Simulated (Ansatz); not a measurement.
# Run report: CH6BNOSSi, geometry relaxation (part 1 of 3)

CH6BNOSSi, computed with RKS r2SCAN-D4/6-31G (Ansatz 0.2.0).

It belongs to a series of runs on one base structure; here: end point A relaxed. Figures and captions count atoms from 1; the log counts them from 0 in places.

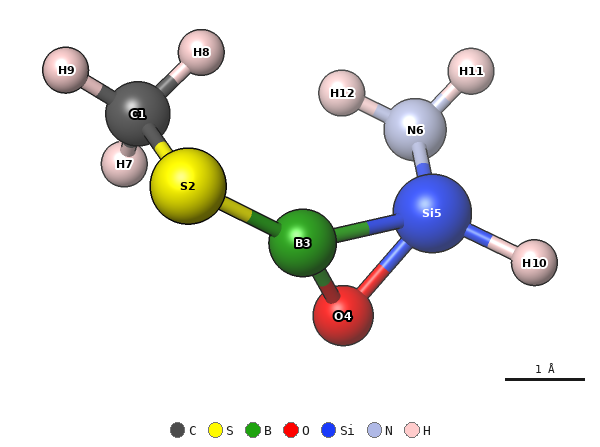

The input geometry (ball-and-stick view, seen at a tilt; atoms are numbered from 1 in the order of the input).

Key numbers

```tsv
quantity	value
outcome	converged
total energy	−24054.6465 eV
mean-field energy	−24054.5739 eV
largest force (length of the vector) at the end	0.012 eV/Å
hardware	1 thread of Arm Neoverse V1, 24 GiB of memory available, shared host
wall time	5.2 min
peak memory	0.26 GiB
```

Input file
```yaml
crystal:
  periodic: [false, false, false]
  atoms:
    - { symbol: C, position_ang: [-0.755, -1.1024, 1.7006] }
    - { symbol: S, position_ang: [0.14, 0.3306, 2.3793] }
    - { symbol: B, position_ang: [1.0198, 0.7099, 0.7556] }
    - { symbol: O, position_ang: [2.0342, 0.3051, -0.3077] }
    - { symbol: Si, position_ang: [0.8261, 1.1848, -1.1684] }
    - { symbol: "N", position_ang: [-0.1842, 0.0894, -2.1194] }
    - { symbol: H, position_ang: [-0.0918, -1.8205, 1.2698] }
    - { symbol: H, position_ang: [-1.4578, -0.6753, 0.896] }
    - { symbol: H, position_ang: [-1.397, -1.5066, 2.5409] }
    - { symbol: H, position_ang: [1.5399, 2.2532, -1.8548] }
    - { symbol: H, position_ang: [-0.8718, 0.6651, -2.6277] }
    - { symbol: H, position_ang: [-0.7254, -0.4886, -1.4303] }
basis:
  gaussian: { orbitals: "6-31G" }
hamiltonian:
  xc: r2scan
  dispersion: d4
relax:
  f_tol: 0.015
  max_steps: 40
```

Command:
```bash
ansatz run input.yaml --threads 1 --pin off --max-ram 2048MiB --backend cpu --events-out ev --progress --plain --runs-dir out
```

Log
```
The last accepted step is kept in [file] (removed where the run ends without a failure and the disk answers)
Engine: ansatz 0.2.0, aarch64-unknown-linux-gnu
Functional definition: r2SCAN
  parameter k0 = 0.174
  parameter k1 = 0.065
  parameter a1 = 4.9479
  exchange = r2scan_x(k0 = k0, k1 = k1, a1 = a1)
  correlation = r2scan_c
1003 factors; integrals over basis functions are off by at most 1.6e-4 eV
mean field evaluation 1: about -24040.2841 eV, gradient 7.7e1 eV
mean field evaluation 2: about -23953.4831 eV, gradient 1.9e2 eV
mean field evaluation 4: about -24051.6484 eV, gradient 1.8e1 eV
mean field evaluation 8: about -24052.3749 eV, gradient 2.1e-1 eV
mean field evaluation 16: about -24052.3672 eV, gradient 4.7e-5 eV
mean field -24052.36723820 eV, -883.9081927238 hartree, gradient 9.9e-6 eV, S^2 0.000000; 0 other end points of the search recorded, 0 dependent functions left out
the calculation of the forces begins
reference -24052.36724819 eV, -883.9081930908 hartree; 31, 31 occupied and 43, 43 virtual orbitals, 1003 factors
relax step   1: F+E_penalty+E_count = -24052.44431145 eV  Δ(F+E_penalty+E_count) = +0.000e0 eV  max|allowed force component| = 4.217e0 eV/Å  Δτ_max = 0.0000 Å  (29 SCF iters, accepted)
these checks for a lower state are left out or cut short: starts, cluster_reference, orbital_swaps, neighbouring_geometries, increment
1003 factors; integrals over basis functions are off by at most 1.6e-4 eV
mean field -24053.35683665 eV, -883.9445597961 hartree, gradient 2.5e-5 eV, S^2 0.000000; 0 other end points of the search recorded, 0 dependent functions left out
[... from here on the field's lines of each further geometry are left out, up to the last ...]
relax step   2: F+E_penalty+E_count = -24053.43323686 eV  Δ(F+E_penalty+E_count) = -9.889e-1 eV  max|allowed force component| = 2.402e0 eV/Å  Δτ_max = 0.1948 Å  (30 SCF iters, accepted)
relax step   3: F+E_penalty+E_count = -24053.81307673 eV  Δ(F+E_penalty+E_count) = -3.798e-1 eV  max|allowed force component| = 1.192e0 eV/Å  Δτ_max = 0.1947 Å  (30 SCF iters, accepted)
relax step   4: F+E_penalty+E_count = -24053.97737819 eV  Δ(F+E_penalty+E_count) = -1.643e-1 eV  max|allowed force component| = 8.144e-1 eV/Å  Δτ_max = 0.2000 Å  (29 SCF iters, accepted)
relax step   5: F+E_penalty+E_count = -24054.09903850 eV  Δ(F+E_penalty+E_count) = -1.217e-1 eV  max|allowed force component| = 1.512e0 eV/Å  Δτ_max = 0.1985 Å  (30 SCF iters, accepted)
relax step   6: F+E_penalty+E_count = -24054.17487632 eV  Δ(F+E_penalty+E_count) = -7.584e-2 eV  max|allowed force component| = 1.694e0 eV/Å  Δτ_max = 0.1949 Å  (29 SCF iters, accepted)
relax step   7: F+E_penalty+E_count = -24054.29287684 eV  Δ(F+E_penalty+E_count) = -1.180e-1 eV  max|allowed force component| = 7.764e-1 eV/Å  Δτ_max = 0.2000 Å  (34 SCF iters, accepted)
relax step   8: F+E_penalty+E_count = -24054.35859488 eV  Δ(F+E_penalty+E_count) = -6.572e-2 eV  max|allowed force component| = 1.045e0 eV/Å  Δτ_max = 0.1966 Å  (31 SCF iters, accepted)
relax step   9: F+E_penalty+E_count = -24054.41524805 eV  Δ(F+E_penalty+E_count) = -5.665e-2 eV  max|allowed force component| = 6.046e-1 eV/Å  Δτ_max = 0.1959 Å  (30 SCF iters, accepted)
relax step  10: F+E_penalty+E_count = -24054.46476700 eV  Δ(F+E_penalty+E_count) = -4.952e-2 eV  max|allowed force component| = 8.135e-1 eV/Å  Δτ_max = 0.1947 Å  (30 SCF iters, accepted)
relax step  11: F+E_penalty+E_count = -24054.50742318 eV  Δ(F+E_penalty+E_count) = -4.266e-2 eV  max|allowed force component| = 6.395e-1 eV/Å  Δτ_max = 0.1999 Å  (31 SCF iters, accepted)
relax step  12: F+E_penalty+E_count = -24054.59078598 eV  Δ(F+E_penalty+E_count) = -8.336e-2 eV  max|allowed force component| = 2.859e-1 eV/Å  Δτ_max = 0.1948 Å  (30 SCF iters, accepted)
relax step  13: F+E_penalty+E_count = -24054.61075634 eV  Δ(F+E_penalty+E_count) = -1.997e-2 eV  max|allowed force component| = 2.772e-1 eV/Å  Δτ_max = 0.2000 Å  (30 SCF iters, accepted)
relax step  14: F+E_penalty+E_count = -24054.62925065 eV  Δ(F+E_penalty+E_count) = -1.849e-2 eV  max|allowed force component| = 1.992e-1 eV/Å  Δτ_max = 0.1121 Å  (30 SCF iters, accepted)
relax step  15: F+E_penalty+E_count = -24054.63489525 eV  Δ(F+E_penalty+E_count) = -5.645e-3 eV  max|allowed force component| = 3.269e-1 eV/Å  Δτ_max = 0.0450 Å  (30 SCF iters, accepted)
relax step  16: F+E_penalty+E_count = -24054.64085079 eV  Δ(F+E_penalty+E_count) = -5.956e-3 eV  max|allowed force component| = 1.373e-1 eV/Å  Δτ_max = 0.0832 Å  (29 SCF iters, accepted)
relax step  17: F+E_penalty+E_count = -24054.64266826 eV  Δ(F+E_penalty+E_count) = -1.817e-3 eV  max|allowed force component| = 9.194e-2 eV/Å  Δτ_max = 0.0461 Å  (30 SCF iters, accepted)
relax step  18: F+E_penalty+E_count = -24054.64364094 eV  Δ(F+E_penalty+E_count) = -9.727e-4 eV  max|allowed force component| = 3.266e-2 eV/Å  Δτ_max = 0.0448 Å  (29 SCF iters, accepted)
relax step  19: F+E_penalty+E_count = -24054.64395517 eV  Δ(F+E_penalty+E_count) = -3.142e-4 eV  max|allowed force component| = 3.969e-2 eV/Å  Δτ_max = 0.0355 Å  (30 SCF iters, accepted)
relax step  20: F+E_penalty+E_count = -24054.64419783 eV  Δ(F+E_penalty+E_count) = -2.427e-4 eV  max|allowed force component| = 2.949e-2 eV/Å  Δτ_max = 0.0259 Å  (30 SCF iters, accepted)
relax step  21: F+E_penalty+E_count = -24054.64448822 eV  Δ(F+E_penalty+E_count) = -2.904e-4 eV  max|allowed force component| = 5.476e-2 eV/Å  Δτ_max = 0.0512 Å  (29 SCF iters, accepted)
relax step  22: F+E_penalty+E_count = -24054.64472752 eV  Δ(F+E_penalty+E_count) = -2.393e-4 eV  max|allowed force component| = 6.475e-2 eV/Å  Δτ_max = 0.0288 Å  (30 SCF iters, accepted)
relax step  23: F+E_penalty+E_count = -24054.64490321 eV  Δ(F+E_penalty+E_count) = -1.757e-4 eV  max|allowed force component| = 9.305e-2 eV/Å  Δτ_max = 0.0449 Å  (29 SCF iters, accepted)
relax step  24: F+E_penalty+E_count = -24054.64520690 eV  Δ(F+E_penalty+E_count) = -3.037e-4 eV  max|allowed force component| = 7.855e-2 eV/Å  Δτ_max = 0.0213 Å  (30 SCF iters, accepted)
relax step  25: F+E_penalty+E_count = -24054.64555433 eV  Δ(F+E_penalty+E_count) = -3.474e-4 eV  max|allowed force component| = 4.865e-2 eV/Å  Δτ_max = 0.0217 Å  (30 SCF iters, accepted)
relax step  26: F+E_penalty+E_count = -24054.64594134 eV  Δ(F+E_penalty+E_count) = -3.870e-4 eV  max|allowed force component| = 2.937e-2 eV/Å  Δτ_max = 0.0519 Å  (29 SCF iters, accepted)
relax step  27: F+E_penalty+E_count = -24054.64610275 eV  Δ(F+E_penalty+E_count) = -1.614e-4 eV  max|allowed force component| = 5.927e-2 eV/Å  Δτ_max = 0.0524 Å  (29 SCF iters, accepted)
relax step  28: F+E_penalty+E_count = -24054.64628182 eV  Δ(F+E_penalty+E_count) = -1.791e-4 eV  max|allowed force component| = 1.637e-2 eV/Å  Δτ_max = 0.0066 Å  (24 SCF iters, accepted)
relax step  29: F+E_penalty+E_count = -24054.64628072 eV  Δ(F+E_penalty+E_count) = +1.103e-6 eV  max|allowed force component| = 1.627e-2 eV/Å  Δτ_max = 0.0014 Å  (20 SCF iters, rejected (line search))
relax step  30: F+E_penalty+E_count = -24054.64629986 eV  Δ(F+E_penalty+E_count) = -1.804e-5 eV  max|allowed force component| = 2.962e-3 eV/Å  Δτ_max = 0.0007 Å  (20 SCF iters, accepted)
relax step  31: F+E_penalty+E_count = -24054.64637078 eV  Δ(F+E_penalty+E_count) = -7.092e-5 eV  max|allowed force component| = 9.059e-3 eV/Å  Δτ_max = 0.0242 Å  (30 SCF iters, accepted)
relax step  32: F+E_penalty+E_count = -24054.64631824 eV  Δ(F+E_penalty+E_count) = +5.254e-5 eV  max|allowed force component| = 5.638e-2 eV/Å  Δτ_max = 0.0513 Å  (29 SCF iters, rejected (line search))
relax step  33: F+E_penalty+E_count = -24054.64642912 eV  Δ(F+E_penalty+E_count) = -5.834e-5 eV  max|allowed force component| = 1.148e-2 eV/Å  Δτ_max = 0.0251 Å  (30 SCF iters, accepted)
relax step  34: F+E_penalty+E_count = -24054.64644534 eV  Δ(F+E_penalty+E_count) = -1.622e-5 eV  max|allowed force component| = 1.983e-2 eV/Å  Δτ_max = 0.0227 Å  (30 SCF iters, accepted)
the calculation of the forces begins
reference -24054.57393688 eV, -883.9892874044 hartree; 31, 31 occupied and 43, 43 virtual orbitals, 1003 factors
relax step  35: F+E_penalty+E_count = -24054.64645787 eV  Δ(F+E_penalty+E_count) = -1.253e-5 eV  max|allowed force component| = 1.157e-2 eV/Å  Δτ_max = 0.0019 Å  (21 SCF iters, accepted)
1003 factors; integrals over basis functions are off by at most 1.7e-4 eV
mean field evaluation 256: about -24054.5865 eV, gradient 5.4e-1 eV
```

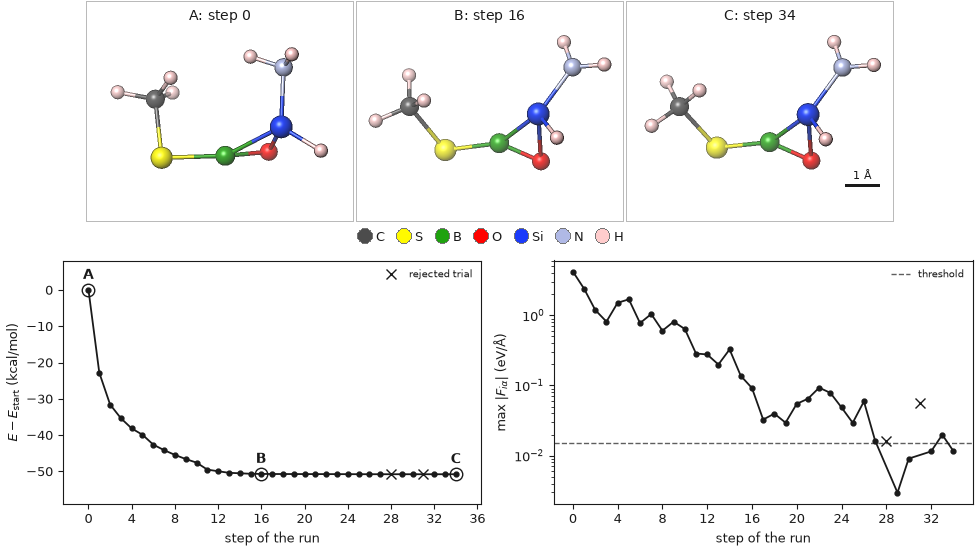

Frames of the relaxation (ball-and-stick view, seen at a tilt) above the curves, on which the letters mark them (the first geometry is step 0 here and step 1 in the log).

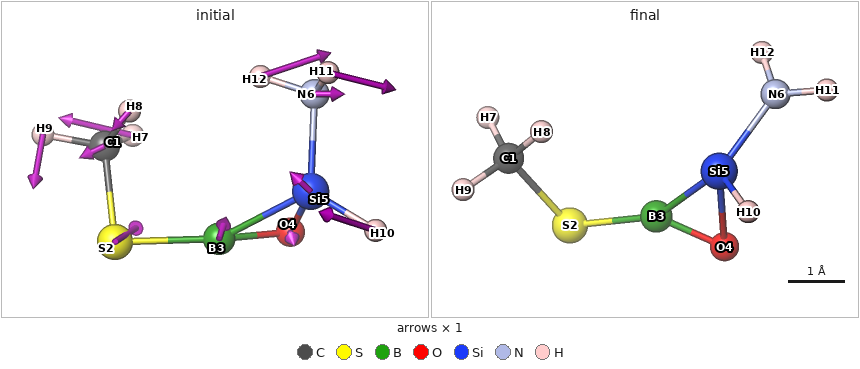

Before (left) and after (right) the relaxation, at one scale (ball-and-stick view, seen at a tilt). The pink arrows give the displacements, at true length. The largest move after the best rigid fit is that of S2, 1.51 Å. Largest moves by element: S 1.51 Å, H 1.43 Å, B 0.62 Å, N 0.58 Å, Si 0.58 Å, C 0.52 Å. Distances before and after: O4–Si5 1.725 → 1.987 Å, B3–O4 1.524 → 1.350 Å, C1–S2 1.821 → 1.896 Å, S2–B3 1.885 → 1.819 Å. Among the angles that change: Si5–N6–H12 106.4° → 122.7°, Si5–N6–H11 107.5° → 122.8°, O4–B3–Si5 56.9° → 70.8°. Over 34 geometry steps the energy falls by 50.8 kcal/mol. Largest force component: 4.2 eV/Å at the start, 0.012 eV/Å at the end. The line search rejected the trial steps at points 28, 31 (counted from 0) and went back. (Atoms are counted from 1 in the order of the input.)

```
mean field -24054.57392657 eV, -883.9892870255 hartree, gradient 6.8e-5 eV, S^2 0.000000; 1 other end points of the search recorded, 0 dependent functions left out
the calculation of the forces begins
reference -24054.57393688 eV, -883.9892874044 hartree; 31, 31 occupied and 43, 43 virtual orbitals, 1003 factors
Total energy: -24054.64646818 eV, -883.9919528805 hartree
Atom 0 at    -0.887199    -1.037167     2.198792 Å, force    -0.006102    -0.001290     0.002245 eV/Å
Atom 1 at     0.990328    -0.872385     1.993475 Å, force    -0.001516    -0.000317    -0.001924 eV/Å
Atom 2 at     1.088175     0.143310     0.487568 Å, force    -0.002160     0.002898     0.002496 eV/Å
Atom 3 at     2.066941     0.687620    -0.265368 Å, force     0.003062    -0.001821    -0.000272 eV/Å
Atom 4 at     0.282039     1.075091    -1.047497 Å, force    -0.000457    -0.001451    -0.001594 eV/Å
Atom 5 at    -0.004700     0.358330    -2.609222 Å, force     0.000670    -0.000248     0.000620 eV/Å
Atom 6 at    -1.131717    -2.100132     2.209459 Å, force     0.002185     0.011571     0.000264 eV/Å
Atom 7 at    -1.379177    -0.535897     1.362077 Å, force     0.003752    -0.005134     0.008364 eV/Å
Atom 8 at    -1.166298    -0.569230     3.143745 Å, force     0.001807    -0.005134    -0.010522 eV/Å
Atom 9 at     0.306747     2.558259    -1.237244 Å, force    -0.000690     0.000305     0.000478 eV/Å
Atom 10 at     0.158773     0.851440    -3.475939 Å, force    -0.000133     0.000525     0.000183 eV/Å
Atom 11 at    -0.246911    -0.614538    -2.725946 Å, force    -0.000420     0.000096    -0.000337 eV/Å
Dipole moment:    -0.825311    -0.089070    -0.398934 e Å
```

Trajectory as extended XYZ (Å, eV, eV/Å), 35 frames, from step=1 to step=35
```
12
Properties=species:S:1:pos:R:3:forces:R:3 step=1 energy=-24052.44431
C    -0.7550   -1.1024    1.7006   -2.9992   0.2391  -0.6320
S     0.1400    0.3306    2.3793    1.9515   1.0105   0.5582
B     1.0198    0.7099    0.7556    0.7717   0.1556  -2.7387
O     2.0342    0.3051   -0.3077    0.4069  -1.6038   4.2168
Si    0.8261    1.1848   -1.1684   -1.2613   1.4722   0.6027
N    -0.1842    0.0894   -2.1194   -1.5332   0.2763   0.5711
H    -0.0918   -1.8205    1.2698    0.3531  -0.7788  -0.1167
H    -1.4578   -0.6753    0.8960    0.7518  -0.9663   0.9770
H    -1.3970   -1.5066    2.5409    0.8361   0.2139  -1.0233
H     1.5399    2.2532   -1.8548    0.0333   0.5192  -0.8105
H    -0.8718    0.6651   -2.6277    0.1482  -0.6648  -0.5492
H    -0.7254   -0.4886   -1.4303    0.5412   0.1269  -1.0553
12
Properties=species:S:1:pos:R:3:forces:R:3 step=2 energy=-24053.43324
C    -0.7412   -1.0784    1.7339   -1.1991  -0.4069  -0.3367
S     0.2882    0.3007    2.4697    0.7116   0.3916  -0.2922
B     0.9625    0.7704    0.7797    0.9628  -0.6568  -1.2296
O     1.9487    0.2219   -0.1588   -0.4179  -0.3256   2.4022
Si    0.8079    1.2125   -1.1180   -0.9417   0.6853  -0.5187
N    -0.1944    0.1631   -2.1687   -1.4466   0.4427   0.4983
H    -0.1180   -1.8619    1.3110    0.2029  -0.0929   0.0202
H    -1.4496   -0.7128    0.9564    0.4543   0.0210   0.4089
H    -1.3506   -1.4859    2.5548    0.2604   0.0876  -0.1350
H     1.5246    2.2572   -1.8973   -0.0396   0.0734  -0.2302
H    -0.8328    0.6642   -2.8186    0.7946  -0.5721   0.1196
H    -0.7684   -0.5064   -1.6104    0.6582   0.3527  -0.7067
```
